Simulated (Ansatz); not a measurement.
The compound is AgBr₂ (space group Fm-3m, No. 225), taken as coordinates from a relaxation with DFT PBE, scalar-relativistic, plane waves, PAW (Ansatz 0.2.0); the starting structure was generated, so it need not be a known form of this composition.

```
Ag Br
1.0
     6.88205    0.00000    0.00000
     0.00000    6.88205    0.00000
     0.00000    0.00000    6.88205
Ag Br
4 8
Direct
  0.00000 0.00000 0.00000
  0.00000 0.50000 0.50000
  0.50000 0.00000 0.50000
  0.50000 0.50000 0.00000
  0.25000 0.75000 0.75000
  0.25000 0.25000 0.75000
  0.25000 0.25000 0.25000
  0.25000 0.75000 0.25000
  0.75000 0.75000 0.25000
  0.75000 0.25000 0.25000
  0.75000 0.25000 0.75000
  0.75000 0.75000 0.75000
```

Bonds are taken as Ag–Br below 3.4 Å. Atoms with one bond or none are removed and atoms with two bonds are replaced by edges, until no such atom is left.

Derive the underlying net.

The result is a binodal (4,8)-connected, three-periodic net: Br is a 4-connected node; Ag is an 8-connected node, in the ratio 2:1. It is the flu net, known from fluorite. It is a single net, without interpenetration.

```
node  links  point symbol      coordination sequence
  Br      4            4⁶  4 22 24 82 64 182 124 322
  Ag      8    4¹²·6¹²·8⁴  8 12 48 42 128 92 248 162
```

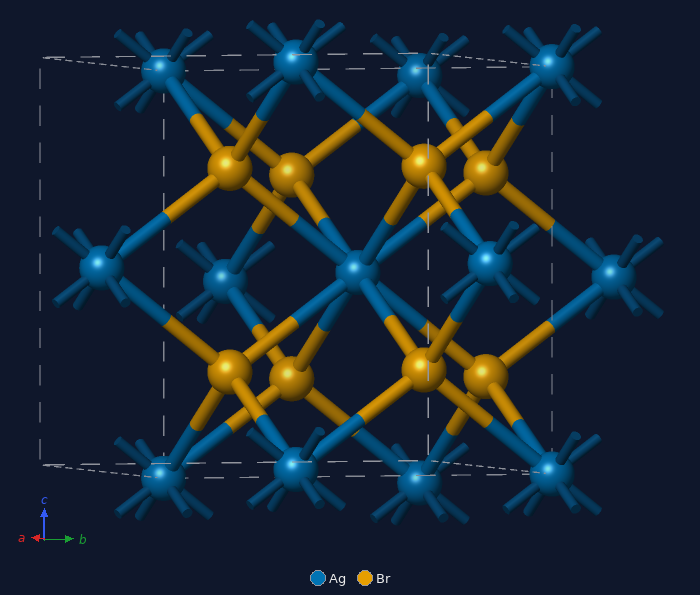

Nodes are coloured by element. Short stubs are edges that leave the cut-out.
